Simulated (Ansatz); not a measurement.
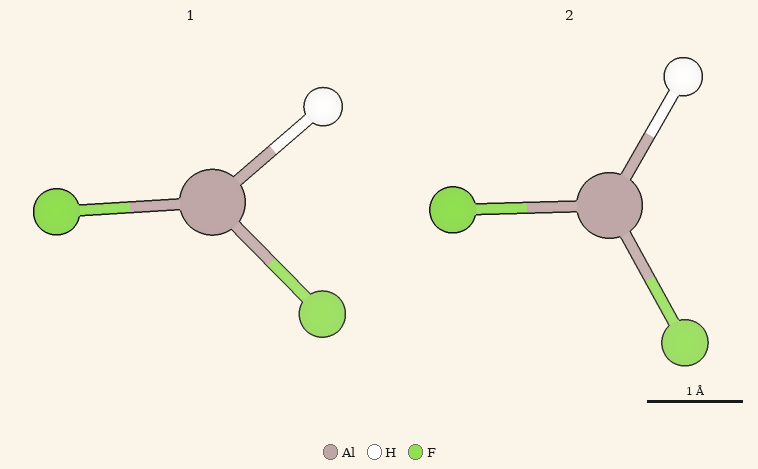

Two geometries of AlHF2, drawn at one scale. One is the start of a relaxation, the other its converged end. A ball-and-stick model, seen face on.

Computed with RKS PBE0/def2-SVP (Ansatz 0.2.0). Settings: no spin polarisation; force threshold 0.03 eV/Å; at most 50 steps.

Which geometry has the lower energy?

Answer. Structure 2 is the relaxed one. The run prepares an end point of a later path (reaction) calculation, from a guessed geometry. The H atom moves most after the best rigid fit: 0.37 Å. Largest moves by element: H 0.37 Å, F 0.35 Å, Al 0.19 Å. Some distances before and after: Al–H 1.540 → 1.562 Å, Al–F 1.649 → 1.655 Å. Bond angles that change, for instance: H–Al–F 86.2° → 121.3°, H–Al–F 142.7° → 121.3°, F–Al–F 131.2° → 117.4°. Over 5 geometry steps the energy falls by 15.3 kcal/mol. The largest force component goes from 1.5 to 0.00046 eV/Å. The run took 5.8 s on 1 thread of Arm Neoverse V2, with other jobs on the host, peak memory 0.1 GiB.
